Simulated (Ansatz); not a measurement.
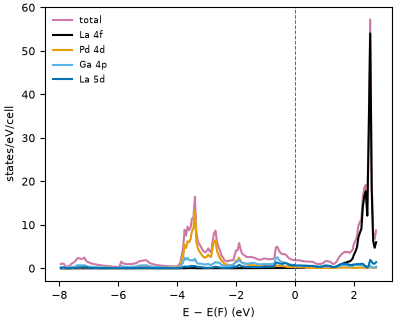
Fig. 1. Total and projected density of states of LaGa$_{3}$Pd in space group I-4m2 (No. 119; La on 2a, Ga on 4e, Ga on 2c, Pd on 2d), the program Ansatz at the r²SCAN level (PAW)

Task: Which orbitals carry the states next to the Fermi level?

Result: Within 0.5 eV of the Fermi level: Ga 4p 41 %, La 5d 34 %, Pd 4d 12 %. Projections are on Löwdin-orthogonalised atomic valence shells; empty p or d shells of many metals are not among them.

Task: Where is the tallest occupied peak in this window, and what makes it?

Result: Near -3.4 eV, about 16 states/eV per cell; the largest projected share is Pd 4d.

The first step of the workflow began from a Materials Project structure, measured or hypothetical; the Crystallography Open Database copy checked does not list it. With Ga and Pd taken as one species the cell has the higher symmetry I4/mmm, so it may be an ordered model of a mixed-site phase. Its standing as an ambient phase is unchecked. Symmetry was held in the r²SCAN relaxation; whether a distortion lowers the energy is not shown. No spin polarisation was allowed. Scalar-relativistic: spin–orbit coupling is off unless named, which matters more the heavier the elements.

Potentials: the earlier of the program's two PAW sets.
